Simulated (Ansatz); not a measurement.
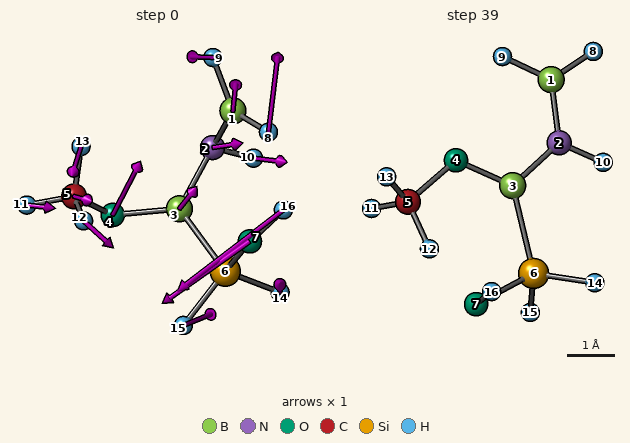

The structure of CH₉B₂NO₂Si before (left) and after (right) a relaxation, at one scale. The purple arrows give the displacements, at their true length.

The picture is a ball-and-stick view, seen face on.

The run prepares an end point of a later path (torsion) calculation, from a guessed geometry.

Theory: Ansatz, RKS LDA/STO-3G. Set-up: no spin polarisation; force threshold 0.015 eV/Å; at most 40 steps.

Summarise the run.

The relaxation stopped without meeting its thresholds, so the last structure isn't shown to be converged. It used up its limit of 40 steps. After 37 accepted moves (39 points after the start) the energy has fallen by 463.6 kJ/mol. Largest force component: 4.8 eV/Å at the start, 0.02 eV/Å at the end. The line search rejected the trial steps at points 19, 35 of the run. The largest moves after the best rigid fit, 2.97 Å, are those of H8 and H16. Largest moves by element: H 2.97 Å, O 2.39 Å, B 1.43 Å, C 0.79 Å, N 0.77 Å, Si 0.17 Å. Among the contacts that change: B1–N2 1.580 → 1.402 Å, B3–O4 1.498 → 1.354 Å, N2–B3 1.550 → 1.467 Å, O4–C5 1.399 → 1.476 Å. Among the angles between lasting bonds that change: B1–N2–B3 109.3° → 127.4°, B1–N2–H10 105.7° → 117.3°, B3–O4–C5 109.2° → 117.0°. Groups turn about B3–Si6 by about 100°, B3–O4 by about 85°, O4–C5 by about 65°.

Limits of the set-up: STO-3G is a minimal basis, so the numbers are rough.
